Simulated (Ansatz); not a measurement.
A computed series for AlAs: pressure series

Start from AlAs in the wurtzite structure (space group P6_3mc, No. 186; a model cell, its experimental status unchecked).

```yaml
crystal:
  lattice:
    - [4.00332, 0.00000, 0.00000]
    - [-2.00166, 3.46698, 0.00000]
    - [0.00000, 0.00000, 6.58051]
  atoms:
    - { symbol: Al, position: [0.66667, 0.33333, 0.99985] }
    - { symbol: Al, position: [0.33333, 0.66667, 0.49985] }
    - { symbol: As, position: [0.66667, 0.33333, 0.62535] }
    - { symbol: As, position: [0.33333, 0.66667, 0.12535] }
```

Cell and atoms are relaxed at each pressure.

Computed with Ansatz (a first-principles code) PBEsol, no spin-orbit coupling, earlier PAW set.

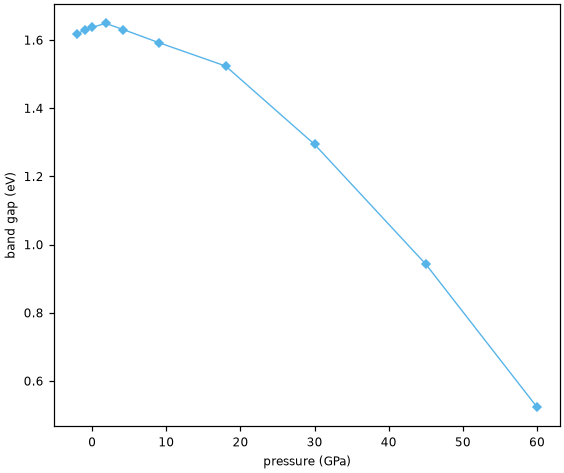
Band gap against pressure

```
pressure (GPa)  band gap
--------------  --------
-2               1.62 eV
-1               1.63 eV
1.8              1.65 eV
4.2              1.63 eV
9                1.59 eV
18               1.52 eV
30               1.29 eV
45               0.94 eV
60               0.52 eV
```

Load acts through the strain it causes; cell and atoms are relaxed under it. Stability against distortions was not tested. No other phases were tried under pressure. This is not the structure that AlAs has at room temperature and ambient pressure.
